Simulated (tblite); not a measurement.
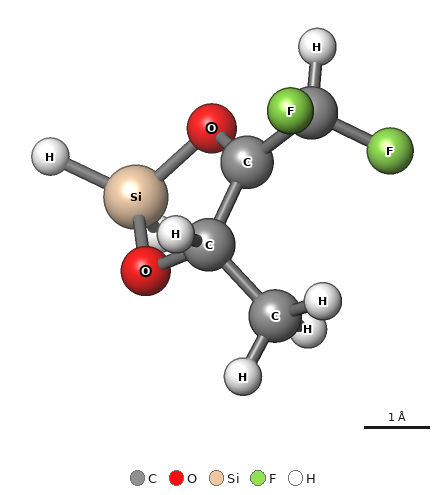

**Figure 1.** The starting structure (ball-and-stick view, seen at a tilt).

## Geometry relaxation, with input and output: C$_{4}$H$_{7}$F$_{2}$O$_{2}$Si

System: C$_{4}$H$_{7}$F$_{2}$O$_{2}$Si, multiplicity 2.
Method: GFN2-xTB geometry optimisation, gas phase (tblite 0.8.0).

It belongs to a series of runs on one base structure; here: H removed from sp3 C.

The program's output
```
step      E/eV     max force
  0    -857.33668    1.622
  1    -857.42575    0.867
  2    -857.46125    0.328
  3    -857.46957    0.193
  4    -857.47394    0.155
  5    -857.47620    0.130
  6    -857.47951    0.130
  7    -857.48149    0.095
  8    -857.48315    0.096
  9    -857.48453    0.092
 10    -857.48596    0.118
 11    -857.48706    0.095
 12    -857.48785    0.062
 13    -857.48851    0.077
 14    -857.48923    0.081
 15    -857.48990    0.060
 16    -857.49037    0.059
 17    -857.49070    0.052
 18    -857.49100    0.052
 19    -857.49133    0.047
 20    -857.49167    0.046
 21    -857.49198    0.050
 22    -857.49229    0.054
 23    -857.49262    0.051
 24    -857.49297    0.053
 25    -857.49328    0.038
 26    -857.49351    0.037
 27    -857.49369    0.035
 28    -857.49384    0.039
 29    -857.49400    0.032
 30    -857.49418    0.032
 31    -857.49435    0.033
 32    -857.49454    0.037
 33    -857.49478    0.041
 34    -857.49514    0.061
 35    -857.49559    0.079
 36    -857.49599    0.065
 37    -857.49627    0.038
 38    -857.49648    0.041
 39    -857.49671    0.050
 40    -857.49702    0.057
 41    -857.49731    0.041
 42    -857.49751    0.028
 43    -857.49765    0.025
 44    -857.49776    0.028
 45    -857.49787    0.025
 46    -857.49794    0.019
 47    -857.49800    0.020
 48    -857.49805    0.017
 49    -857.49810    0.016
 50    -857.49813    0.012
 51    -857.49815    0.012
 52    -857.49818    0.013
 53    -857.49821    0.014
 54    -857.49824    0.016
 55    -857.49827    0.016
 56    -857.49831    0.014
 57    -857.49835    0.015
 58    -857.49839    0.014
 59    -857.49842    0.013
 60    -857.49844    0.012
 61    -857.49848    0.015
 62    -857.49852    0.018
 63    -857.49857    0.018
 64    -857.49861    0.018
 65    -857.49865    0.017
 66    -857.49869    0.013
 67    -857.49872    0.010
 68    -857.49874    0.008
```

Trajectory as extended XYZ (Å, eV, eV/Å), 14 of the 69 frames kept, from step=0 to step=68
```
16
Properties=species:S:1:pos:R:3:forces:R:3 step=0 energy=-857.33668
C    -1.1720   -1.2839    0.6100   -0.8500  -0.3960   0.1330
C    -0.6231    0.1363    0.5072   -0.2230   0.1400  -0.0560
O    -1.4914    0.9164   -0.3043    1.3810   0.3920  -0.7550
Si   -0.6281    1.6424   -1.5499   -0.7650   0.0090   0.2070
O     0.8844    0.9975   -1.2074   -0.9000  -0.5590   1.0670
C     0.7435    0.1873   -0.0990    0.2330   0.4990  -0.5160
C     1.9306   -0.4432    0.5188   -0.6420   0.3950  -0.1450
F     1.9405   -0.2392    1.8708   -0.0040  -0.2110   0.0230
F     1.9079   -1.7957    0.3430    0.1540  -0.2350   0.2100
H    -1.2287   -1.7594   -0.3705    0.2040   0.1530   0.0300
H    -0.5827   -1.9118    1.2733    0.0950   0.1580  -0.0360
H    -2.2108   -1.2595    0.9944    0.5670   0.1390  -0.0960
H    -0.6066    0.5910    1.5236   -0.0160  -0.1350  -0.2520
H    -0.6149    3.1070   -1.3872    0.1250  -0.4290   0.0550
H    -1.1211    1.1845   -2.8593    0.2320  -0.0120   0.3980
H     2.8650   -0.0609    0.1251    0.4090   0.0910  -0.2670
16
Properties=species:S:1:pos:R:3:forces:R:3 step=5 energy=-857.47620
C    -1.1904   -1.2905    0.6073   -0.0670  -0.0260  -0.0110
C    -0.6285    0.1289    0.5018   -0.0530   0.0450   0.0010
O    -1.4440    0.9299   -0.3209   -0.1150   0.0450   0.0070
Si   -0.6534    1.6506   -1.5524   -0.0660  -0.0580   0.0960
O     0.8334    0.9885   -1.1765    0.0800  -0.0330   0.0240
C     0.7390    0.1936   -0.0931    0.0340   0.0140  -0.0560
C     1.9222   -0.4271    0.5088   -0.0250  -0.0120  -0.0080
F     1.9368   -0.2546    1.8664    0.0280   0.0030   0.0180
F     1.9188   -1.7981    0.3604    0.0600  -0.0210   0.0130
H    -1.2150   -1.7526   -0.3759    0.0210   0.0100  -0.0260
H    -0.5769   -1.8952    1.2692    0.0280   0.0610  -0.0120
H    -2.2037   -1.2488    1.0004    0.0310   0.0220  -0.0100
H    -0.6140    0.5818    1.5076   -0.0630  -0.0300   0.0420
H    -0.6011    3.0879   -1.3795    0.0790   0.0640   0.0510
H    -1.1054    1.1743   -2.8421    0.0360  -0.1070  -0.0490
H     2.8749   -0.0595    0.1071   -0.0080   0.0220  -0.0810
16
Properties=species:S:1:pos:R:3:forces:R:3 step=10 energy=-857.48596
C    -1.1958   -1.2870    0.5994    0.0320   0.0240   0.0020
C    -0.6416    0.1348    0.5025    0.0210  -0.0230   0.0280
O    -1.4619    0.9401   -0.3134    0.0340  -0.0020   0.0330
Si   -0.6650    1.6485   -1.5445    0.1100   0.0110  -0.0420
O     0.8303    0.9872   -1.1719   -0.0740   0.0020   0.0100
C     0.7312    0.1906   -0.0919   -0.0370  -0.0150   0.0590
C     1.9203   -0.4277    0.5048    0.0110  -0.0190  -0.0150
F     1.9481   -0.2535    1.8636    0.0330   0.0310  -0.0540
F     1.9390   -1.8023    0.3658   -0.0220   0.0630  -0.0200
H    -1.2099   -1.7491   -0.3841   -0.0230   0.0050   0.0040
H    -0.5688   -1.8742    1.2636   -0.0080  -0.0190  -0.0080
H    -2.2043   -1.2446    0.9985   -0.0410  -0.0470  -0.0230
H    -0.6363    0.5712    1.5159   -0.0090   0.0210  -0.0080
H    -0.5724    3.0875   -1.3628    0.0140  -0.0340  -0.0070
H    -1.0849    1.1411   -2.8387    0.0180  -0.0130   0.0390
H     2.8644   -0.0537    0.0818   -0.0610   0.0150   0.0020
16
Properties=species:S:1:pos:R:3:forces:R:3 step=16 energy=-857.49037
C    -1.2015   -1.2871    0.5977   -0.0100   0.0060  -0.0070
C    -0.6506    0.1368    0.5118   -0.0090   0.0180  -0.0010
O    -1.4596    0.9512   -0.3055   -0.0090   0.0020  -0.0160
Si   -0.6530    1.6453   -1.5418   -0.0350   0.0070  -0.0040
O     0.8287    0.9769   -1.1621    0.0040   0.0120  -0.0220
C     0.7212    0.1886   -0.0779    0.0090   0.0160  -0.0070
C     1.9179   -0.4249    0.4995    0.0150   0.0180   0.0310
F     1.9698   -0.2409    1.8543    0.0420  -0.0130   0.0390
F     1.9400   -1.7954    0.3594    0.0070  -0.0240   0.0100
H    -1.2125   -1.7428   -0.3888    0.0110   0.0090  -0.0090
H    -0.5695   -1.8738    1.2581   -0.0360  -0.0240  -0.0070
H    -2.2145   -1.2607    0.9885   -0.0040  -0.0110   0.0110
H    -0.6508    0.5749    1.5238   -0.0030  -0.0120   0.0250
H    -0.5511    3.0827   -1.3588    0.0010  -0.0190  -0.0300
H    -1.0689    1.1173   -2.8285    0.0030   0.0160   0.0140
H     2.8467   -0.0390    0.0589    0.0140  -0.0010  -0.0280
16
Properties=species:S:1:pos:R:3:forces:R:3 step=21 energy=-857.49198
C    -1.2073   -1.2862    0.5950    0.0040  -0.0120  -0.0030
C    -0.6542    0.1392    0.5169    0.0000  -0.0150   0.0120
O    -1.4611    0.9547   -0.3027    0.0040  -0.0060   0.0180
Si   -0.6536    1.6435   -1.5407   -0.0080  -0.0160   0.0120
O     0.8270    0.9735   -1.1605    0.0070  -0.0160   0.0330
C     0.7212    0.1941   -0.0685   -0.0020   0.0080   0.0300
C     1.9222   -0.4201    0.5032   -0.0090  -0.0060  -0.0190
F     1.9940   -0.2403    1.8581    0.0200   0.0190  -0.0290
F     1.9408   -1.7922    0.3624    0.0060   0.0020   0.0080
H    -1.2109   -1.7356   -0.3946   -0.0170   0.0120  -0.0100
H    -0.5821   -1.8826    1.2530    0.0130   0.0030  -0.0010
H    -2.2210   -1.2699    0.9866    0.0100   0.0360  -0.0330
H    -0.6572    0.5729    1.5313   -0.0090  -0.0100   0.0000
H    -0.5433    3.0797   -1.3693   -0.0060   0.0210  -0.0130
H    -1.0651    1.1129   -2.8250   -0.0200  -0.0040  -0.0290
H     2.8430   -0.0348    0.0434    0.0080  -0.0150   0.0240
16
Properties=species:S:1:pos:R:3:forces:R:3 step=26 energy=-857.49351
C    -1.2109   -1.2873    0.5895    0.0010   0.0140  -0.0100
C    -0.6574    0.1384    0.5267    0.0160   0.0080   0.0010
O    -1.4619    0.9564   -0.2942    0.0060   0.0060   0.0060
Si   -0.6565    1.6376   -1.5385    0.0180  -0.0030  -0.0050
O     0.8237    0.9685   -1.1506   -0.0080   0.0170  -0.0110
C     0.7213    0.2022   -0.0494    0.0130  -0.0090  -0.0120
C     1.9273   -0.4179    0.5044    0.0230  -0.0060   0.0110
F     2.0279   -0.2321    1.8558   -0.0150   0.0090   0.0160
F     1.9432   -1.7907    0.3686   -0.0200   0.0070   0.0060
H    -1.2148   -1.7242   -0.4055    0.0060  -0.0060  -0.0060
H    -0.5914   -1.8914    1.2461    0.0020   0.0050  -0.0180
H    -2.2267   -1.2659    0.9732   -0.0140   0.0090  -0.0050
H    -0.6690    0.5660    1.5428   -0.0110  -0.0060   0.0130
H    -0.5384    3.0779   -1.3862   -0.0200  -0.0310   0.0030
H    -1.0672    1.1076   -2.8265   -0.0050  -0.0060   0.0320
H     2.8429   -0.0361    0.0324    0.0070  -0.0070  -0.0210
16
Properties=species:S:1:pos:R:3:forces:R:3 step=31 energy=-857.49435
C    -1.2130   -1.2845    0.5831   -0.0010  -0.0120  -0.0050
C    -0.6547    0.1396    0.5318   -0.0130  -0.0020  -0.0050
O    -1.4586    0.9599   -0.2866    0.0050   0.0180   0.0030
Si   -0.6552    1.6320   -1.5364   -0.0150   0.0080   0.0010
O     0.8248    0.9686   -1.1467    0.0210  -0.0060  -0.0020
C     0.7250    0.2052   -0.0427   -0.0070   0.0170   0.0020
C     1.9331   -0.4163    0.5064   -0.0220   0.0100  -0.0010
F     2.0410   -0.2245    1.8568    0.0070   0.0070  -0.0080
F     1.9386   -1.7885    0.3757   -0.0010  -0.0210   0.0140
H    -1.2149   -1.7189   -0.4132    0.0040   0.0140  -0.0130
H    -0.5961   -1.8939    1.2366   -0.0080  -0.0080   0.0080
H    -2.2310   -1.2594    0.9628    0.0140  -0.0050  -0.0060
H    -0.6768    0.5595    1.5513    0.0320  -0.0030  -0.0070
H    -0.5435    3.0711   -1.3932   -0.0080   0.0230   0.0100
H    -1.0722    1.1001   -2.8195   -0.0070  -0.0320  -0.0030
H     2.8459   -0.0412    0.0226   -0.0010  -0.0090   0.0120
16
Properties=species:S:1:pos:R:3:forces:R:3 step=37 energy=-857.49627
C    -1.2151   -1.2799    0.5610    0.0050   0.0160   0.0030
C    -0.6497    0.1437    0.5407    0.0200   0.0000   0.0120
O    -1.4484    0.9830   -0.2621   -0.0090  -0.0170   0.0200
Si   -0.6558    1.6254   -1.5338   -0.0180   0.0010   0.0160
O     0.8291    0.9697   -1.1421   -0.0310   0.0000   0.0040
C     0.7321    0.2208   -0.0273    0.0010  -0.0340  -0.0170
C     1.9381   -0.4133    0.5114    0.0070  -0.0100  -0.0020
F     2.0768   -0.1984    1.8556   -0.0090   0.0050   0.0030
F     1.9209   -1.7891    0.4079   -0.0190   0.0190   0.0090
H    -1.2098   -1.6955   -0.4435    0.0070   0.0090   0.0090
H    -0.6145   -1.9062    1.2143    0.0100   0.0050  -0.0200
H    -2.2361   -1.2499    0.9313   -0.0070  -0.0140  -0.0190
H    -0.6714    0.5401    1.5687    0.0150   0.0110   0.0040
H    -0.5640    3.0670   -1.4029    0.0110   0.0080  -0.0240
H    -1.0884    1.0541   -2.7966    0.0200   0.0060   0.0010
H     2.8486   -0.0626    0.0059   -0.0010  -0.0010   0.0010
16
Properties=species:S:1:pos:R:3:forces:R:3 step=42 energy=-857.49751
C    -1.2149   -1.2750    0.5491   -0.0030  -0.0170  -0.0010
C    -0.6434    0.1454    0.5502   -0.0200  -0.0020   0.0010
O    -1.4452    0.9933   -0.2405   -0.0050   0.0210   0.0070
Si   -0.6650    1.6227   -1.5260    0.0090  -0.0070   0.0020
O     0.8232    0.9707   -1.1392    0.0140   0.0040  -0.0070
C     0.7348    0.2202   -0.0255   -0.0130   0.0130   0.0020
C     1.9411   -0.4127    0.5141   -0.0120   0.0040  -0.0060
F     2.0938   -0.1799    1.8549   -0.0170   0.0100  -0.0150
F     1.9042   -1.7882    0.4315    0.0170  -0.0080   0.0100
H    -1.2030   -1.6768   -0.4606    0.0170   0.0070  -0.0140
H    -0.6211   -1.9133    1.1956    0.0070  -0.0080   0.0090
H    -2.2407   -1.2489    0.9060    0.0000   0.0000   0.0140
H    -0.6585    0.5328    1.5815    0.0060  -0.0070   0.0070
H    -0.5729    3.0670   -1.4183    0.0040  -0.0230  -0.0150
H    -1.0911    1.0288   -2.7819    0.0020   0.0230   0.0090
H     2.8511   -0.0771   -0.0023   -0.0050  -0.0120  -0.0020
16
Properties=species:S:1:pos:R:3:forces:R:3 step=47 energy=-857.49800
C    -1.2150   -1.2746    0.5432    0.0030   0.0070  -0.0010
C    -0.6433    0.1464    0.5549    0.0060   0.0000   0.0020
O    -1.4442    1.0023   -0.2287    0.0130   0.0000   0.0020
Si   -0.6669    1.6199   -1.5219   -0.0070   0.0040  -0.0010
O     0.8222    0.9710   -1.1380    0.0050  -0.0100   0.0040
C     0.7341    0.2217   -0.0236    0.0020  -0.0080  -0.0010
C     1.9403   -0.4127    0.5140   -0.0030   0.0030   0.0050
F     2.0978   -0.1683    1.8522   -0.0040   0.0060   0.0040
F     1.9005   -1.7886    0.4443    0.0000  -0.0070   0.0040
H    -1.1964   -1.6669   -0.4707   -0.0020  -0.0020   0.0080
H    -0.6234   -1.9176    1.1881   -0.0050   0.0060  -0.0060
H    -2.2422   -1.2494    0.8972    0.0130  -0.0100  -0.0020
H    -0.6532    0.5265    1.5888   -0.0070  -0.0090   0.0030
H    -0.5751    3.0630   -1.4290    0.0060   0.0170  -0.0010
H    -1.0929    1.0223   -2.7745   -0.0140   0.0000  -0.0140
H     2.8501   -0.0859   -0.0079   -0.0050   0.0020  -0.0060
16
Properties=species:S:1:pos:R:3:forces:R:3 step=52 energy=-857.49818
C    -1.2140   -1.2740    0.5413   -0.0010  -0.0030  -0.0010
C    -0.6424    0.1467    0.5565    0.0000   0.0020  -0.0050
O    -1.4415    1.0061   -0.2249   -0.0070   0.0030  -0.0020
Si   -0.6676    1.6203   -1.5219    0.0080   0.0020  -0.0010
O     0.8220    0.9692   -1.1382   -0.0110  -0.0030  -0.0070
C     0.7338    0.2200   -0.0238    0.0010  -0.0010  -0.0020
C     1.9395   -0.4130    0.5150    0.0050  -0.0060  -0.0010
F     2.0970   -0.1634    1.8522    0.0050   0.0010   0.0030
F     1.9001   -1.7897    0.4501   -0.0020   0.0080   0.0070
H    -1.1946   -1.6648   -0.4727   -0.0020  -0.0040  -0.0050
H    -0.6234   -1.9180    1.1854    0.0100  -0.0010   0.0000
H    -2.2407   -1.2519    0.8952   -0.0090   0.0000   0.0010
H    -0.6529    0.5225    1.5920    0.0010   0.0010  -0.0030
H    -0.5737    3.0646   -1.4329    0.0060  -0.0060   0.0010
H    -1.0973    1.0226   -2.7745   -0.0060   0.0060   0.0100
H     2.8481   -0.0882   -0.0102    0.0020   0.0020   0.0040
16
Properties=species:S:1:pos:R:3:forces:R:3 step=58 energy=-857.49839
C    -1.2138   -1.2746    0.5377   -0.0020  -0.0030  -0.0040
C    -0.6428    0.1467    0.5558   -0.0030  -0.0070   0.0050
O    -1.4407    1.0113   -0.2211    0.0060  -0.0100  -0.0020
Si   -0.6672    1.6217   -1.5206   -0.0100  -0.0030   0.0010
O     0.8195    0.9621   -1.1428    0.0100  -0.0010  -0.0020
C     0.7332    0.2171   -0.0253   -0.0020   0.0030  -0.0010
C     1.9395   -0.4128    0.5172   -0.0030   0.0130   0.0040
F     2.0993   -0.1549    1.8531   -0.0030   0.0090  -0.0070
F     1.8984   -1.7891    0.4627    0.0040  -0.0030  -0.0020
H    -1.1943   -1.6647   -0.4768   -0.0020   0.0030  -0.0030
H    -0.6189   -1.9173    1.1798   -0.0110  -0.0010  -0.0030
H    -2.2408   -1.2558    0.8921    0.0070   0.0010   0.0030
H    -0.6514    0.5181    1.5926    0.0020   0.0060   0.0040
H    -0.5663    3.0654   -1.4361    0.0090   0.0000   0.0090
H    -1.1090    1.0264   -2.7695   -0.0030  -0.0010  -0.0040
H     2.8477   -0.0905   -0.0102    0.0010  -0.0070   0.0000
16
Properties=species:S:1:pos:R:3:forces:R:3 step=63 energy=-857.49857
C    -1.2146   -1.2751    0.5325    0.0030   0.0030   0.0100
C    -0.6424    0.1456    0.5572    0.0050   0.0070  -0.0060
O    -1.4395    1.0124   -0.2176   -0.0090   0.0030  -0.0020
Si   -0.6686    1.6206   -1.5191    0.0080  -0.0010  -0.0030
O     0.8180    0.9561   -1.1463   -0.0090   0.0020   0.0010
C     0.7332    0.2166   -0.0252    0.0020  -0.0060  -0.0040
C     1.9400   -0.4100    0.5195    0.0050  -0.0090  -0.0090
F     2.1030   -0.1414    1.8523   -0.0030   0.0010   0.0050
F     1.8978   -1.7872    0.4744   -0.0030   0.0050   0.0110
H    -1.1954   -1.6613   -0.4838   -0.0040   0.0090   0.0070
H    -0.6202   -1.9196    1.1726    0.0040  -0.0180   0.0000
H    -2.2405   -1.2578    0.8891   -0.0070   0.0050  -0.0040
H    -0.6501    0.5155    1.5948    0.0000  -0.0090  -0.0040
H    -0.5561    3.0638   -1.4346    0.0010  -0.0050   0.0060
H    -1.1205    1.0263   -2.7649    0.0020   0.0020  -0.0040
H     2.8480   -0.0954   -0.0121    0.0050   0.0110  -0.0060
16
Properties=species:S:1:pos:R:3:forces:R:3 step=68 energy=-857.49874
C    -1.2144   -1.2763    0.5322   -0.0050  -0.0020  -0.0040
C    -0.6415    0.1443    0.5562    0.0010  -0.0060   0.0010
O    -1.4400    1.0113   -0.2176    0.0060  -0.0020   0.0020
Si   -0.6693    1.6203   -1.5191   -0.0010   0.0010   0.0010
O     0.8158    0.9508   -1.1512    0.0030  -0.0020  -0.0020
C     0.7328    0.2128   -0.0292    0.0000  -0.0050  -0.0030
C     1.9405   -0.4083    0.5200   -0.0010   0.0010   0.0040
F     2.1005   -0.1303    1.8520    0.0050   0.0050  -0.0040
F     1.8984   -1.7853    0.4858    0.0060   0.0000   0.0020
H    -1.1980   -1.6582   -0.4854   -0.0030  -0.0040  -0.0040
H    -0.6194   -1.9251    1.1680   -0.0040   0.0040  -0.0020
H    -2.2403   -1.2590    0.8890   -0.0010   0.0050   0.0060
H    -0.6472    0.5134    1.5938    0.0040   0.0000   0.0000
H    -0.5445    3.0622   -1.4293   -0.0070   0.0010   0.0010
H    -1.1302    1.0319   -2.7644    0.0070   0.0030  -0.0010
H     2.8493   -0.0957   -0.0123   -0.0080   0.0020   0.0020
```

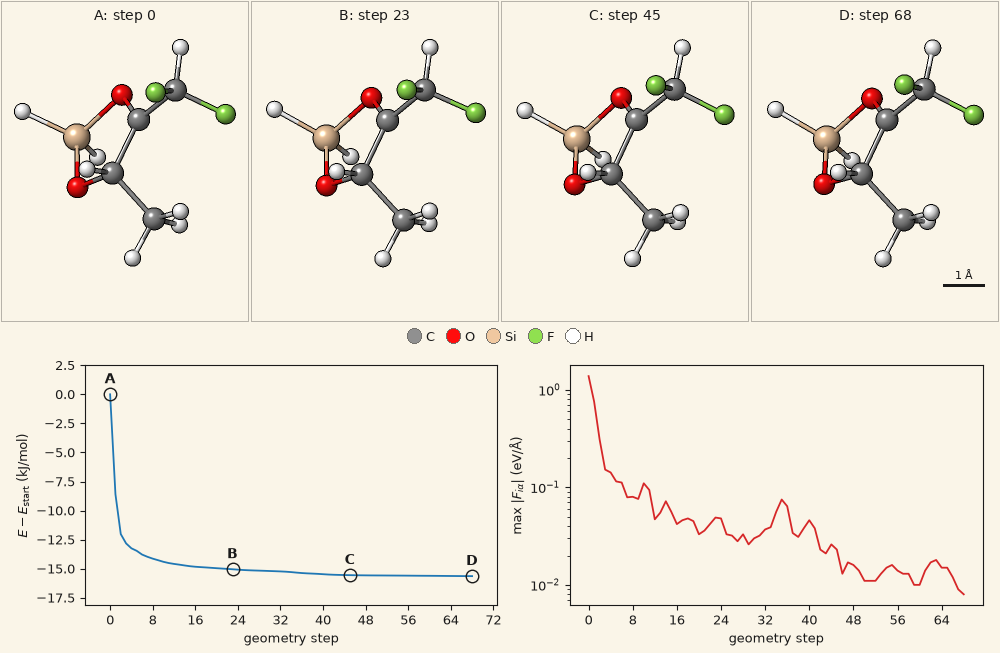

**Figure 2.** Frames of the relaxation (ball-and-stick view, seen at a tilt) above the curves, on which the letters mark them (steps are counted from 0).

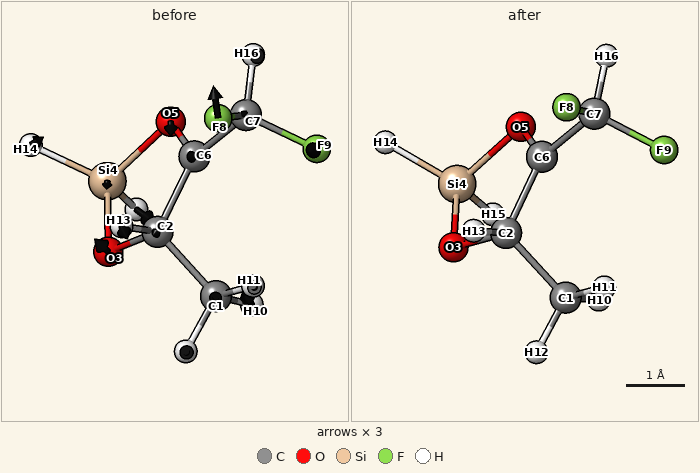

**Figure 3.** Before (left) and after (right) the relaxation, at one scale (ball-and-stick view, seen at a tilt). The black arrows give the displacements, magnified 3 times. The energy falls by 15.6 kJ/mol in 68 geometry steps. The largest force component goes from 1.4 to 0.008 eV/Å. The largest move after the best rigid fit is that of F8, 0.19 Å. Largest moves by element: F 0.19 Å, H 0.18 Å, O 0.14 Å, C 0.09 Å, Si 0.06 Å. Distances before and after: O3–Si4 1.680 → 1.631 Å, O5–C6 1.380 → 1.346 Å, Si4–H14 1.474 → 1.450 Å, C1–H12 1.108 → 1.086 Å. Among the angles that change: H14–Si4–H15 114.2° → 118.9°, C2–O3–Si4 110.3° → 113.6°, H10–C1–H12 105.8° → 109.1°. (Atoms are counted from 1 in the order of the input.)

The run was set up as follows.

Input
```
{"job": {"kind": "relax", "xc": "GFN2-xTB", "basis": "xTB"}, "charge": 0, "multiplicity": 2}
C     -1.172000    -1.283900     0.610000
C     -0.623100     0.136300     0.507200
O     -1.491400     0.916400    -0.304300
Si    -0.628100     1.642400    -1.549900
O      0.884400     0.997500    -1.207400
C      0.743500     0.187300    -0.099000
C      1.930600    -0.443200     0.518800
F      1.940500    -0.239200     1.870800
F      1.907900    -1.795700     0.343000
H     -1.228700    -1.759400    -0.370500
H     -0.582700    -1.911800     1.273300
H     -2.210800    -1.259500     0.994400
H     -0.606600     0.591000     1.523600
H     -0.614900     3.107000    -1.387200
H     -1.121100     1.184500    -2.859300
H      2.865000    -0.060900     0.125100
```

The first line tells a small driver script what to run in tblite; the rest is the geometry in Å.

Command:
```bash
OMP_NUM_THREADS=1 python <driver script> task.json out
```

Results in brief

| quantity | value |
| --- | --- |
| outcome | converged |
| total energy | −857.4987 eV |
| hardware | 1 CPU thread, shared host |
| wall time | 0.69 s |
| peak memory | 0.18 GiB |
